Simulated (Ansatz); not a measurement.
**One shape, several levels: triplet BH3O3**

Aim: a comparison of 6 runs (UHF/STO-3G, UB3LYP/6-31G*, U-revPBE/def2-SVPD, UB3LYP/def2-SVPD, RPA@PBE0/def2-SVPD, UMP2/def2-SVPD) of triplet BH3O3. 

The results are computed with Ansatz 0.2.0.

54 further runs of the same task are left out: 1 that didn't finish, 53 set aside as unsound or not needed.

## Step 1: The molecule

BH3O3: 7 atoms, total charge 0, spin state triplet. As SMILES of the parent species, `OB(O)O`. The shape is that of a PBE0-D4/def2-TZVP optimisation. That shape belongs to the parent species and isn't relaxed for this state.

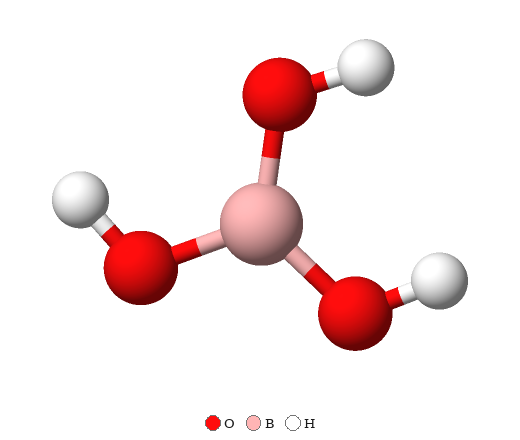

The structure, seen from a chosen angle (oxygen red, boron pink, hydrogen white).

## Step 2: The energy at UHF/STO-3G (run 1)

molecule.yaml reads:

```yaml
basis:
  gaussian: {orbitals: STO-3G}
crystal:
  periodic: [false, false, false]
  atoms:
    - {symbol: O, position_ang: [-1.109700, 0.802600, 0.321900]}
    - {symbol: B, position_ang: [-0.012200, -0.006800, 0.228700]}
    - {symbol: O, position_ang: [0.501200, -0.469300, 1.400100]}
    - {symbol: O, position_ang: [0.600700, -0.381300, -0.945400]}
    - {symbol: H, position_ang: [-1.457400, 1.118600, -0.511500]}
    - {symbol: H, position_ang: [1.266800, -1.028200, 1.254500]}
    - {symbol: H, position_ang: [0.210500, -0.035700, -1.748300]}
hamiltonian: {xc: hf}
output: {orbitals: {seedname: orbitals}}
magnetization: {spin_polarized: true, initial_magnetization: 2}
accuracy: high
```

The run is started by

```
$ ansatz run molecule.yaml --threads 1 --pin off --max-ram 3480MiB --events-out events.jsonl --progress --plain --runs-dir runs
```

The log of the run:

```text
Warning: RAYON_NUM_THREADS=1 ignored (pool sized by the plan → 1); use --threads N
Functional definition: HF
  name "HF"
  exchange = exact_x
  correlation = 0
448 factors; integrals over basis functions are off by at most 3.1e-8 eV
mean field evaluation 1: about -6730.7876 eV, gradient 1.6e1 eV
mean field evaluation 2: about -6730.9577 eV, gradient 1.6e1 eV
mean field evaluation 4: about -6733.1362 eV, gradient 2.6e0 eV
mean field evaluation 8: about -6733.3859 eV, gradient 9.2e-2 eV
mean field evaluation 16: about -6733.3841 eV, gradient 1.4e-8 eV
mean field evaluation 32: about -6732.7877 eV, gradient 1.5e0 eV
mean field evaluation 64: about -6732.9673 eV, gradient 2.3e0 eV
mean field evaluation 96: about -6733.1876 eV, gradient 6.0e-1 eV
mean field -6733.38408640 eV, -247.4473011234 hartree, gradient 1.4e-8 eV, S^2 2.007771; 2 other end points of the search recorded, 0 dependent functions left out
reference -6733.38408640 eV, -247.4473011234 hartree; 17, 15 occupied and 6, 8 virtual orbitals, 448 factors
Total energy: -6733.38408640 eV, -247.4473011234 hartree
```

Run time: 0.34 s. Hardware: 1 thread of Arm Neoverse V1, shared host.

## Step 3: The energy at UB3LYP/6-31G(d) (spherical functions) (run 2)

molecule.yaml reads:

```yaml
crystal:
  periodic: [false, false, false]
  atoms:
    - symbol: O
      position_ang: [-1.109700, 0.802600, 0.321900]
    - symbol: B
      position_ang: [-0.012200, -0.006800, 0.228700]
    - symbol: O
      position_ang: [0.501200, -0.469300, 1.400100]
    - symbol: O
      position_ang: [0.600700, -0.381300, -0.945400]
    - symbol: H
      position_ang: [-1.457400, 1.118600, -0.511500]
    - symbol: H
      position_ang: [1.266800, -1.028200, 1.254500]
    - symbol: H
      position_ang: [0.210500, -0.035700, -1.748300]
basis:
  gaussian:
    orbitals: 6-31G_st_-spherical.json
magnetization:
  spin_polarized: true
  initial_magnetization: 2
hamiltonian:
  xc: {name: B3LYP}
accuracy: high
output:
  orbitals: {seedname: orbitals}
```

The basis set 6-31G* is read from a file made from the Basis Set Exchange's data (not shown).

The run is started by

```
$ ansatz run molecule.yaml --threads 1 --pin off --max-ram 3480MiB --events-out events.jsonl --progress --plain --runs-dir runs
```

The log of the run:

```text
Warning: RAYON_NUM_THREADS=1 ignored (pool sized by the plan → 1); use --threads N
Functional definition: B3LYP
  name "B3LYP"
  parameter a0 = 0.2
  parameter ax = 0.72
  parameter ac = 0.81
  exchange = (1 - a0 - ax)*slater_x + ax*b88_x + a0*exact_x
  correlation = (1 - ac)*vwn_rpa_c + ac*lyp_c
1389 factors; integrals over basis functions are off by at most 3.1e-9 eV
mean field evaluation 1: about -6855.2095 eV, gradient 4.1e1 eV
mean field evaluation 2: about -6836.9477 eV, gradient 7.5e1 eV
mean field evaluation 4: about -6861.1344 eV, gradient 4.0e0 eV
mean field evaluation 8: about -6861.2216 eV, gradient 1.0e0 eV
mean field evaluation 16: about -6861.4302 eV, gradient 4.6e-1 eV
mean field evaluation 32: about -6861.6058 eV, gradient 4.2e-3 eV
mean field evaluation 64: about -6861.5636 eV, gradient 2.9e0 eV
mean field -6861.60577252 eV, -252.1593611766 hartree, gradient 3.7e-8 eV, S^2 2.009409; 7 other end points of the search recorded, 0 dependent functions left out
reference -6861.60580217 eV, -252.1593622664 hartree; 17, 15 occupied and 45, 47 virtual orbitals, 1389 factors
Total energy: -6861.60580217 eV, -252.1593622664 hartree
```

It took 23 s on 1 thread of Arm Neoverse V1, shared host; peak memory 0.24 GiB.

Runs 3 to 5 aren't shown in full; the table further down has their settings and results.

## Step 4: A single-point energy at UMP2/def2-SVPD (run 6)

molecule.yaml reads:

```yaml
crystal:
  periodic: [false, false, false]
  atoms:
    - {symbol: O, position_ang: [-1.109700, 0.802600, 0.321900]}
    - {symbol: B, position_ang: [-0.012200, -0.006800, 0.228700]}
    - {symbol: O, position_ang: [0.501200, -0.469300, 1.400100]}
    - {symbol: O, position_ang: [0.600700, -0.381300, -0.945400]}
    - {symbol: H, position_ang: [-1.457400, 1.118600, -0.511500]}
    - {symbol: H, position_ang: [1.266800, -1.028200, 1.254500]}
    - {symbol: H, position_ang: [0.210500, -0.035700, -1.748300]}
basis:
  gaussian:
    orbitals: def2-SVPD
magnetization:
  spin_polarized: true
  initial_magnetization: 2
accuracy: high
correlation:
  method: mp2
  frozen_orbitals: {B: 1, H: 0, O: 1}
```

The run is started by

```
$ ansatz run molecule.yaml --threads 1 --pin off --max-ram 3480MiB --events-out events.jsonl --progress --plain --runs-dir runs
```

The log of the run:

```text
Warning: RAYON_NUM_THREADS=1 ignored (pool sized by the plan → 1); use --threads N
[... 4 set-up lines as earlier in the session ...]
2240 factors; integrals over basis functions are off by at most 3.4e-9 eV
mean field evaluation 1: about -6818.0490 eV, gradient 2.8e1 eV
mean field evaluation 2: about -6818.1113 eV, gradient 2.8e1 eV
mean field evaluation 4: about -6822.0892 eV, gradient 4.3e0 eV
mean field evaluation 8: about -6822.7143 eV, gradient 1.5e0 eV
mean field evaluation 16: about -6822.9817 eV, gradient 3.7e-3 eV
mean field evaluation 32: about -6822.7765 eV, gradient 2.2e0 eV
mean field evaluation 64: about -6822.1281 eV, gradient 4.2e0 eV
mean field evaluation 96: about -6817.3740 eV, gradient 2.8e1 eV
mean field evaluation 128: about -6822.1784 eV, gradient 9.5e-1 eV
mean field -6823.36086024 eV, -250.7538865736 hartree, gradient 2.7e-8 eV, S^2 2.007731; 16 other end points of the search recorded, 0 dependent functions left out
4 core orbitals not correlated: weight in the atoms' cores, before any rotation towards them, 1.000 or more for the frozen orbitals, at most 0.000 for the correlated occupied ones
reference -6823.36086024 eV, -250.7538865736 hartree; 13, 11 occupied and 96, 98 virtual orbitals, 2240 factors
second order -17.05459780 eV of doubles, -0.00000000 eV of singles
Total energy: -6840.41545803 eV, -251.3806314826 hartree
```

Run time: 18 s. Hardware: 1 thread of Arm Neoverse V1, shared host; peak memory 0.43 GiB.

## Step 5: The series

```csv
run,level,frozen core orbitals,energy (Eh),HOMO energy (eV),⟨S²⟩,wall time
1,UHF/STO-3G,–,-247.447301,0.33,2.008,0.34 s
2,UB3LYP/6-31G* (spherical functions),–,-252.159362,-0.98,2.009,23 s
3,U-revPBE/def2-SVPD,–,-251.981083,-2.26,2.004,71 s
4,UB3LYP/def2-SVPD,–,-252.055527,-2.80,2.011,74 s
5,RPA@PBE0/def2-SVPD,4,-251.634991,–,2.013,67 s
6,UMP2/def2-SVPD,4,-251.380631,–,2.008,18 s
```

## Step 6: What came out

| quantity | value |
| --- | --- |
| run 6: total energy | -251.38063 Eh |
| run 6: correlation energy (4 core orbitals frozen) | -626.7 mEh |
| run 6: ⟨S²⟩ of the reference determinant | 2.008 |

What this shows: Totals of different functionals can't be ranked against each other. In run 1 the basis is minimal, so the values are rough. All runs together took 4.2 min, the longest 74 s.
